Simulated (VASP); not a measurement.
# Ba2SeS with PBE + D3: from relaxation to properties, part 2 of 4

What structure does Ba2SeS take at this level, and what are its properties? The cell is invented: it takes the structure of COD entry 9008600, BaS (space group 225 there), with some of its atoms replaced by other elements, volume scaled by an estimate. It may not be a known or stable phase. The atoms of the start are displaced at random from the sites of a R-3m cell.

VASP 6.6.1; PBE with D3; plane waves and PAW (Ba_sv, Se, S); invented cell.

So far, gap on the k-mesh (eV): step 2 (rough relaxation of the start cell) 1.96.

## (3) Relaxing cell and atoms (PBE + D3)

Properties are meant for the cell that this level of theory prefers, so cell and atoms are relaxed first (ISIF = 3) until forces and stress are small; EDIFFG sets the threshold.

File INCAR:

```
SYSTEM = Ba2SeS
PREC = Accurate
ENCUT = 400
EDIFF = 1E-06
NELM = 100
ISMEAR = 0
SIGMA = 0.05
LREAL = .FALSE.
ALGO = Normal
GGA = PE
IVDW = 11
NBANDS = 22
LORBIT = 11
LWAVE = .FALSE.
LCHARG = .FALSE.
KPAR = 2
IBRION = 2
NSW = 60
ISIF = 3
EDIFFG = -0.01
```

File POSCAR:

```
Ba2SeS
1.0
    3.9903872200     -2.3021799500      0.0000000000
    3.9903872200      2.3021799500      0.0000000000
   -2.6639728000      0.0000000000      7.5230139300
Ba Se S
2 1 1
Direct
    0.2540786220      0.2540786220      0.7577190380
    0.7467191620      0.7467191620      0.2406550540
    0.5003628800      0.5003628800      0.4989114110
    0.0012739500      0.0012739500      0.9986764980
```

File KPOINTS:

```
Automatic mesh
0
Gamma
6 6 3
0 0 0
```

PAW data sets: Ba_sv, Se and S (PBE family, release 64).

The cell reached was symmetrised within 0.01 Å before this step, which raises the operations from 1 to 2, which the run then keeps.

Run with:

```bash
$ mpirun -np 2 vasp_std
```

What it wrote:

```text
[... set-up lines as in an earlier step ...]
 entering main loop
       N       E                     dE             d eps       ncg     rms          rms(c)
DAV:   1     0.184395191863E+03    0.18440E+03   -0.11625E+04  1496   0.998E+02
DAV:   2    -0.723068290004E+01   -0.19163E+03   -0.18078E+03  2076   0.211E+02
DAV:   3    -0.200386877713E+02   -0.12808E+02   -0.12715E+02  2012   0.583E+01
DAV:   4    -0.204348696880E+02   -0.39618E+00   -0.39576E+00  2354   0.924E+00
DAV:   5    -0.204392716063E+02   -0.44019E-02   -0.44007E-02  1872   0.962E-01    0.616E+00
DAV:   6    -0.196324658100E+02    0.80681E+00   -0.19014E+00  1808   0.588E+00    0.409E+00
DAV:   7    -0.196438150055E+02   -0.11349E-01   -0.67813E-01  2164   0.329E+00    0.226E+00
DAV:   8    -0.196580863445E+02   -0.14271E-01   -0.58022E-02  1826   0.123E+00    0.839E-01
DAV:   9    -0.196656791084E+02   -0.75928E-02   -0.13663E-02  1898   0.753E-01    0.167E-01
DAV:  10    -0.196664564200E+02   -0.77731E-03   -0.94217E-04  1850   0.168E-01    0.780E-02
DAV:  11    -0.196671524045E+02   -0.69598E-03   -0.68240E-04  1880   0.147E-01    0.509E-02
DAV:  12    -0.196672140853E+02   -0.61681E-04   -0.85881E-05  1886   0.448E-02    0.180E-02
DAV:  13    -0.196672201850E+02   -0.60997E-05   -0.28563E-05  2154   0.243E-02    0.536E-03
DAV:  14    -0.196672206026E+02   -0.41766E-06   -0.10197E-06  1338   0.539E-03
   1 F= -.20321750E+02 E0= -.20321750E+02  d E =-.203217E+02
 curvature:   0.00 expect dE= 0.000E+00 dE for cont linesearch  0.000E+00
 trial: gam= 0.00000 g(F)=  0.639E-04 g(S)=  0.941E-04 ort = 0.000E+00 (trialstep = 0.100E+01)
 search vector abs. value=  0.158E-03
 bond charge predicted
       N       E                     dE             d eps       ncg     rms          rms(c)
DAV:   1    -0.196691162609E+02   -0.18961E-02   -0.17263E-02  1664   0.761E-01    0.120E-01
DAV:   2    -0.196688045537E+02    0.31171E-03   -0.94172E-04  1888   0.174E-01    0.468E-02
DAV:   3    -0.196687094055E+02    0.95148E-04   -0.22806E-04  2092   0.849E-02    0.215E-02
DAV:   4    -0.196687049050E+02    0.45005E-05   -0.16950E-05  2430   0.212E-02    0.147E-02
DAV:   5    -0.196687026749E+02    0.22301E-05   -0.48234E-06  1942   0.123E-02    0.291E-03
DAV:   6    -0.196687020500E+02    0.62489E-06   -0.50523E-07  1292   0.327E-03
   2 F= -.20321850E+02 E0= -.20321850E+02  d E =-.100507E-03
[...]
3 F= -.20321858E+02 E0= -.20321858E+02  d E =-.108606E-03
[...]
4 F= -.20321931E+02 E0= -.20321931E+02  d E =-.729277E-04
 trial-energy change:   -0.000073  1 .order   -0.000074   -0.000088   -0.000060
 step:   3.3835(harm=  3.3835)  dis= 0.00539  next Energy=   -20.321995 (dE=-0.137E-03)
 bond charge predicted
       N       E                     dE             d eps       ncg     rms          rms(c)
DAV:   1    -0.196685004863E+02    0.56025E-03   -0.43536E-02  1496   0.109E+00    0.107E-01
DAV:   2    -0.196685151633E+02   -0.14677E-04   -0.17368E-03  1892   0.244E-01    0.445E-02
DAV:   3    -0.196684843086E+02    0.30855E-04   -0.66252E-05  2050   0.438E-02    0.250E-02
DAV:   4    -0.196684739229E+02    0.10386E-04   -0.33496E-05  2036   0.339E-02    0.115E-02
DAV:   5    -0.196684754200E+02   -0.14972E-05   -0.40586E-06  1944   0.102E-02    0.344E-03
DAV:   6    -0.196684758980E+02   -0.47798E-06   -0.24710E-07  1216   0.290E-03
   5 F= -.20321990E+02 E0= -.20321990E+02  d E =-.131716E-03
 curvature:  -2.59 expect dE=-0.648E-04 dE for cont linesearch -0.287E-06
 trial: gam= 0.33285 g(F)=  0.504E-05 g(S)=  0.200E-04 ort =-0.370E-05 (trialstep = 0.154E+01)
 search vector abs. value=  0.363E-04
 reached required accuracy - stopping structural energy minimisation
```

It took 2.7 min on 2 MPI ranks of Intel Xeon Platinum 8488C (Sapphire Rapids), shared host; peak memory 0.54 GiB; 5.3 min of CPU time.

OUTCAR, selected parts (step 3):

```text
  LATTYP: Found a base centered monoclinic cell.
 ALAT       =     7.9807744400
 B/A-ratio  =     0.5769314663
 C/A-ratio  =     0.9999978727
 COS(beta)  =    -0.3337994937

 Subroutine GETGRP returns: Found  2 space group operations
 (whereof  2 operations were pure point group operations)

The static configuration has the point symmetry C_1h.

 Found     34 irreducible k-points:

   k-points           NKPTS =     34   k-points in BZ     NKDIM =     34   number of bands    NBANDS=     22

   dimension x,y,z NGX =    30 NGY =   30 NGZ =   54
   dimension x,y,z NGXF=    60 NGYF=   60 NGZF=  108

   ENCUT  =  400.0 eV  29.40 Ry    5.42 a.u.   7.51  7.51 13.01*2*pi/ulx,y,z

   NELECT =      32.0000    total number of electrons

 Edisp (eV)   -0.65287

 E-fermi :   1.5480

 k-point     1 :       0.0000    0.0000    0.0000
  band No.  band energies     occupation
    ...
     12       0.1785      2.00000
     13       0.1790      2.00000
     14       1.2841      2.00000
     15       1.3340      2.00000
     16       1.3343      2.00000
     17       4.5482      0.00000
     18       4.9778      0.00000
     19       4.9805      0.00000
     20       4.9835      0.00000
     21       5.8550      0.00000
    ...

 k-point     2 :       0.1667    0.0000   -0.0000
  band No.  band energies     occupation
    ...
     12       0.2575      2.00000
     13       0.3164      2.00000
     14       0.6167      2.00000
     15       1.0770      2.00000
     16       1.1666      2.00000
     17       4.7194      0.00000
     18       5.1842      0.00000
     19       5.5351      0.00000
     20       5.5409      0.00000
     21       6.0061      0.00000
    ...

 Edisp (eV)   -0.65351

  Total       0.02577    -0.00121    -0.00798     0.00000     0.00000    -0.02158
  in kB       0.29831    -0.01401    -0.09239     0.00000     0.00000    -0.24990
  external pressure =        0.06 kB  Pullay stress =        0.00 kB

  energy-cutoff  :      400.00
  volume of cell :      138.39
      direct lattice vectors                 reciprocal lattice vectors
     3.987485860 -2.302797530  0.002396134     0.125365721 -0.217127209  0.044222159
     3.987485860  2.302797530  0.002396134     0.125365721  0.217127209  0.044222159
    -2.657520451  0.000000000  7.533824151    -0.000079745  0.000000000  0.132706585

 POSITION                                       TOTAL-FORCE (eV/Angst)
 -----------------------------------------------------------------------------------
      0.01001      0.00000      5.70688        -0.005247      0.000000      0.005030
      5.32261      0.00000      1.81639         0.004630      0.000000     -0.004570
      2.66564      0.00000      3.76157         0.002129      0.000000      0.000848
     -2.64946      0.00000      7.52649        -0.001513      0.000000     -0.001308
 -----------------------------------------------------------------------------------
    total drift:                                0.000065      0.000000      0.000026

  FREE ENERGIE OF THE ION-ELECTRON SYSTEM (eV)
  ---------------------------------------------------
  free  energy   TOTEN  =       -20.3219899349 eV

  energy  without entropy=      -20.3219899349  energy(sigma->0) =      -20.32198993

 total charge
# of ion       s       p       d       tot
------------------------------------------
    1        2.010   5.616   0.272   7.898
    2        2.010   5.616   0.272   7.898
    3        1.436   2.450   0.003   3.889
    4        1.321   2.418   0.000   3.739
--------------------------------------------------
tot          6.777  16.101   0.548  23.426

[... 1 part as in an earlier step ...]

[... 7 further parts left out ...]
```

CONTCAR:

```
Ba2SeS
   1.00000000000000
     3.9874858597092038   -2.3027975296039349    0.0023961338554866
     3.9874858597092038    2.3027975296039349    0.0023961338554866
    -2.6575204511487547    0.0000000000000000    7.5338241505327339
  Ba              Se              S
     2     1     1
Direct
     0.2536255134826787    0.2536255134826787    0.7573404057891254
     0.7475977974132356    0.7475977974132356    0.2406226315415980
     0.5005247211274562    0.5005247211274562    0.4989728358580021
     0.0006865819766244    0.0006865819766244    0.9990261278112768
```

The run keeps the 2 symmetry operations of its start, so it cannot find a distortion of lower symmetry.

Step by step:

| step | energy less that of the first step (eV) | largest force (eV/Å) | pressure (GPa) | volume (Å³) |
| --- | --- | --- | --- | --- |
| 1 | 0.0000 | 0.0248 | 0.05 | 138.22 |
| 2 | -0.0001 | 0.0215 | -0.01 | 138.45 |
| 3 | -0.0001 | 0.0201 | -0.04 | 138.54 |
| 4 | -0.0002 | 0.0154 | -0.03 | 138.49 |
| 5 | -0.0002 | 0.0073 | 0.01 | 138.39 |

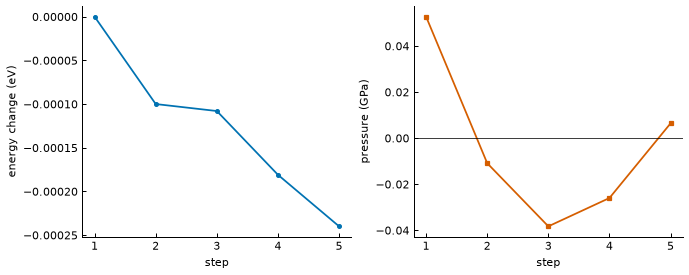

Energy and pressure along the relaxation.

| cell as run | before | after | change |
| --- | --- | --- | --- |
| a (Å) | 4.607 | 4.605 | -0.0 % |
| b (Å) | 4.607 | 4.605 | -0.0 % |
| c (Å) | 7.981 | 7.989 | +0.1 % |
| α (°) | 106.81 | 106.71 | -0.1 % |
| β (°) | 106.81 | 106.71 | -0.1 % |
| γ (°) | 59.96 | 60.01 | +0.1 % |
| volume (Å³/atom) | 34.56 | 34.60 | +0.1 % |

The relaxed structure:

```
Ba Se S
1.0
     3.98749   -2.30280    0.00240
     3.98749    2.30280    0.00240
    -2.65752    0.00000    7.53382
Ba Se S
2 1 1
Direct
  0.25363 0.25363 0.75734
  0.74760 0.74760 0.24062
  0.50052 0.50052 0.49897
  0.00069 0.00069 0.99903
```

This step gave:

```
irreducible k-points            : 34
symmetry operations             : 2
Fermi energy                    : 1.548 eV
pressure                        : 0.006397 GPa
least direct gap at k           : 0.5, 0.5, 0
SCF cycles over all ionic steps : 37
gap on the k-mesh               : 1.969 eV
least direct gap on the k-mesh  : 2.172 eV
```

It ends with a largest force of 0.007 eV/Å and a pressure of 0.01 GPa.

## (4) Single point with fields (PBE + D3)

The relaxed cell gets a fresh self-consistent run, on a basis set for its own volume, to fix the density and to check the remaining stress.

Edit INCAR of step 3 so:

```diff
@@ -14,7 +14,5 @@
 LWAVE = .FALSE.
-LCHARG = .FALSE.
-KPAR = 2
-IBRION = 2
-NSW = 60
-ISIF = 3
-EDIFFG = -0.01
+LCHARG = .TRUE.
+ISIF = 2
+LELF = .TRUE.
+LVHAR = .TRUE.
```

File POSCAR:

```
Ba2SeS
1.0
    2.3023317400      1.3292518500      7.5354216200
   -2.3023317400      1.3292518500      7.5354216200
    0.0000000000     -2.6585036900      7.5354216200
Ba Se S
2 1 1
Direct
    0.7527891900      0.7527891900      0.7527891900
    0.2472108100      0.2472108100      0.2472108100
    0.0000000000      0.0000000000      0.0000000000
    0.5000000000      0.5000000000      0.5000000000
```

File KPOINTS:

```
Automatic mesh
0
Gamma
6 6 6
0 0 0
```

The cell reached was symmetrised within 0.01 Å before this step, which raises the operations from 2 to 12, which the run then keeps.

Run with:

```bash
$ mpirun -np 2 vasp_std
```

What it wrote:

```text
[banner, memory and clock lines left out]
running    2 mpi-ranks, on    1 nodes
 distrk:  each k-point on    2 cores,    1 groups
 distr:  one band on    1 cores,    2 groups

 POSCAR found type information on POSCAR BaSeS
 POSCAR found :  3 types and       4 ions
 LDA part: xc-table for (Slater+PW92), standard interpolation
 POSCAR, INCAR and KPOINTS ok, starting setup
 FFT: planning ... GRIDC
 FFT: planning ... GRID_SOFT
 FFT: planning ... GRID
 WAVECAR not read
 entering main loop
       N       E                     dE             d eps       ncg     rms          rms(c)
DAV:   1     0.184603437376E+03    0.18460E+03   -0.11879E+04  1408   0.102E+03
DAV:   2    -0.749185033756E+01   -0.19210E+03   -0.18178E+03  1944   0.214E+02
DAV:   3    -0.200085276298E+02   -0.12517E+02   -0.12420E+02  1868   0.582E+01
DAV:   4    -0.204369189942E+02   -0.42839E+00   -0.42806E+00  2256   0.949E+00
DAV:   5    -0.204411189928E+02   -0.42000E-02   -0.41995E-02  1728   0.927E-01    0.616E+00
DAV:   6    -0.196336819931E+02    0.80744E+00   -0.18922E+00  1702   0.588E+00    0.408E+00
DAV:   7    -0.196449011735E+02   -0.11219E-01   -0.67368E-01  2006   0.328E+00    0.226E+00
DAV:   8    -0.196592008878E+02   -0.14300E-01   -0.56865E-02  1702   0.122E+00    0.847E-01
DAV:   9    -0.196669314648E+02   -0.77306E-02   -0.13211E-02  1768   0.746E-01    0.166E-01
DAV:  10    -0.196677422660E+02   -0.81080E-03   -0.93043E-04  1752   0.166E-01    0.759E-02
DAV:  11    -0.196684202950E+02   -0.67803E-03   -0.63635E-04  1750   0.143E-01    0.503E-02
DAV:  12    -0.196684882416E+02   -0.67947E-04   -0.88805E-05  1774   0.456E-02    0.165E-02
DAV:  13    -0.196684943025E+02   -0.60609E-05   -0.24072E-05  2034   0.226E-02    0.527E-03
DAV:  14    -0.196684946573E+02   -0.35474E-06   -0.85909E-07  1250   0.497E-03
   1 F= -.20322123E+02 E0= -.20322123E+02  d E =-.115061E-14
```

Run time: 2.8 min. Hardware: 2 MPI ranks; peak memory 0.62 GiB.

From OUTCAR (step 4):

```text
  LATTYP: Found a trigonal (rhomboedric) cell.
 ALAT       =     7.9906333236
 COS(alpha) =     0.8339635682

 Subroutine GETGRP returns: Found 12 space group operations
 (whereof 12 operations were pure point group operations)

The static configuration has the point symmetry D_3d.

 Found     32 irreducible k-points:

   k-points           NKPTS =     32   k-points in BZ     NKDIM =     32   number of bands    NBANDS=     22

   dimension x,y,z NGX =    54 NGY =   54 NGZ =   54
   dimension x,y,z NGXF=   108 NGYF=  108 NGZF=  108

   ENCUT  =  400.0 eV  29.40 Ry    5.42 a.u.  13.03 13.03 13.03*2*pi/ulx,y,z

   NELECT =      32.0000    total number of electrons

 E-fermi :   1.5906

 k-point     1 :       0.0000    0.0000    0.0000
  band No.  band energies     occupation
    ...
     12       0.1793      2.00000
     13       0.1793      2.00000
     14       1.2846      2.00000
     15       1.3349      2.00000
     16       1.3349      2.00000
     17       4.5491      0.00000
     18       4.9793      0.00000
     19       4.9823      0.00000
     20       4.9823      0.00000
     21       5.8573      0.00000
    ...

 k-point     2 :       0.1667    0.0000    0.0000
  band No.  band energies     occupation
    ...
     12       0.2581      2.00000
     13       0.3171      2.00000
     14       0.6172      2.00000
     15       1.0772      2.00000
     16       1.1673      2.00000
     17       4.7208      0.00000
     18       5.1840      0.00000
     19       5.5366      0.00000
     20       5.5407      0.00000
     21       6.0059      0.00000
    ...

 Edisp (eV)   -0.65363

  Total       0.01705     0.01705    -0.00558     0.00000    -0.00000     0.00000
  in kB       0.19746     0.19746    -0.06459     0.00000    -0.00000     0.00000
  external pressure =        0.11 kB  Pullay stress =        0.00 kB

  energy-cutoff  :      400.00
  volume of cell :      138.37
      direct lattice vectors                 reciprocal lattice vectors
     2.302331740  1.329251850  7.535421620     0.217171136  0.125383814  0.044235525
    -2.302331740  1.329251850  7.535421620    -0.217171136  0.125383814  0.044235525
     0.000000000 -2.658503690  7.535421620     0.000000000 -0.250767629  0.044235525

 POSITION                                       TOTAL-FORCE (eV/Angst)
 -----------------------------------------------------------------------------------
      0.00000      0.00000     17.01775         0.000000      0.000000      0.004121
      0.00000      0.00000      5.58851         0.000000     -0.000000     -0.004121
      0.00000      0.00000      0.00000         0.000000      0.000000      0.000000
      0.00000      0.00000     11.30313         0.000000      0.000000     -0.000000
 -----------------------------------------------------------------------------------
    total drift:                               -0.000000     -0.000000      0.000000

  FREE ENERGIE OF THE ION-ELECTRON SYSTEM (eV)
  ---------------------------------------------------
  free  energy   TOTEN  =       -20.3221225880 eV

  energy  without entropy=      -20.3221225880  energy(sigma->0) =      -20.32212259

 total charge
# of ion       s       p       d       tot
------------------------------------------
    1        2.010   5.617   0.272   7.899
    2        2.010   5.617   0.272   7.899
    3        1.436   2.450   0.003   3.889
    4        1.321   2.418   0.000   3.739
--------------------------------------------------
tot          6.777  16.101   0.548  23.426

[... 7 further parts left out ...]
```

Numbers from this step:

- SCF cycles: 14
- irreducible k-points: 32
- symmetry operations: 12
- Fermi energy: 1.591 eV
- pressure: 0.01101 GPa
- least direct gap on the k-mesh: 2.171 eV

Valence electrons inside each PAW sphere by angular momentum. Sphere charges, by row:

| atom | s (e) | p (e) | d (e) | tot (e) |
| --- | --- | --- | --- | --- |
| Ba1 | 2.01 | 5.617 | 0.272 | 7.899 |
| Ba2 | 2.01 | 5.617 | 0.272 | 7.899 |
| Se3 | 1.436 | 2.45 | 0.003 | 3.889 |
| S4 | 1.321 | 2.418 | 0 | 3.739 |

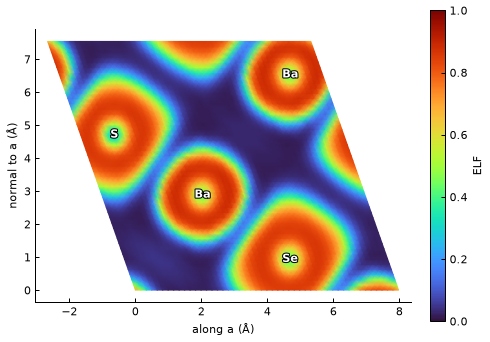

ELF in the ac plane of the conventional cell at fractional y = 0.497, with atoms of Ba and Se and S within 0.2 Å of it. It is the smooth field of the valence electrons, not physical close to the nuclei. The map starts off the cell's origin, so that atoms lie inside it.

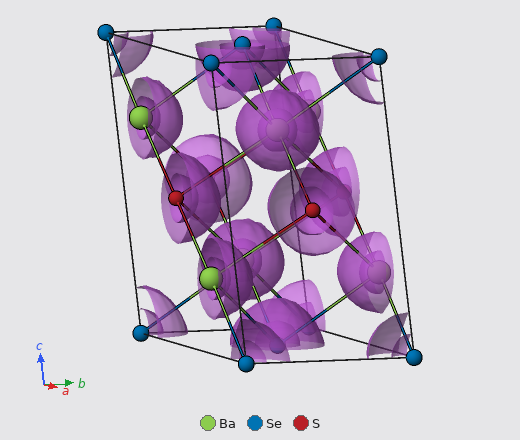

Surface of ELF = 0.81.

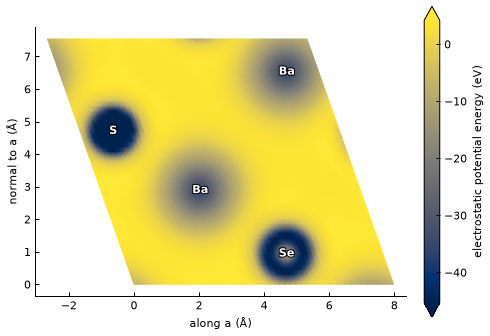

Electrostatic potential energy in the ac plane of the conventional cell at fractional y = 0.497, with atoms of Ba and Se and S within 0.2 Å of it. With pseudopotentials it is smooth inside the atoms' cores, unlike the true potential. The map starts off the cell's origin, so that atoms lie inside it.

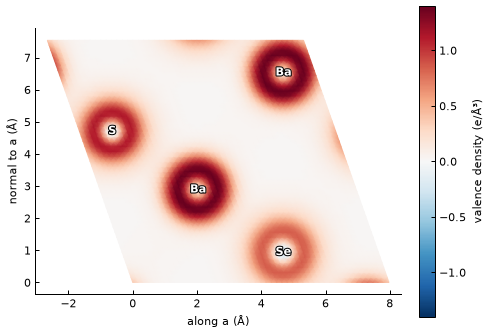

Valence density in the ac plane of the conventional cell at fractional y = 0.497, with atoms of Ba and Se and S within 0.2 Å of it. It is the smooth field of the valence electrons, not physical close to the nuclei. The map starts off the cell's origin, so that atoms lie inside it.

In this run the pressure is 0.01 GPa, small enough to go on.

(Continued in part 3 of 4.)

[Lines on the potential files, build, host, timing and source positions are cut from VASP's logs without a mark.]

[Logs are printed without paths, hosts, clocks, repeated set-up lines and the standing remarks that a program may print on its own settings, such as how far it seeks lower states.]

[Hosts, paths, dates, database ids (printed as entryN), source tags and the programs' standing remarks are cut or masked in the printed files.]

[A measured line is paired with the nearest computed mode of its activity, which favours agreement.]
